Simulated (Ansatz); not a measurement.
```xyz
6

C     0.3433    0.6855   -0.8829
Ga    1.2560   -0.9008   -0.6737
H     0.8399    1.6639   -0.9472
H    -0.7516    0.7471   -0.9558
H     0.5472   -2.3401   -0.5779
H     2.8559   -1.0101   -0.5653
```

Geometry: PBE0-D3(BJ)/def2-SVPD; the highest occupied orbital lies above zero, a sign that basis and functional describe the outermost electron poorly.

All numbers below come from isolated molecule in a Gaussian basis; Kohn-Sham density functional theory, functional PBE0 in Ansatz 0.2.0.

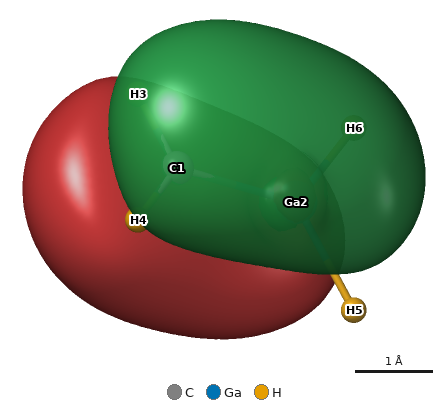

CH4Ga (SMILES [CH2-][GaH2]) (charge −1). The HOMO at ±0.06 Å⁻³ᐟ² (green and red are the two phases), seen at a tilt.

What is the character of this orbital?

It lies mainly on C1 (about 55 %) and Ga2 (about 30 %); it changes sign across the molecular plane (π type); π-bonding across C1–Ga2. Its energy is 0.19 eV.
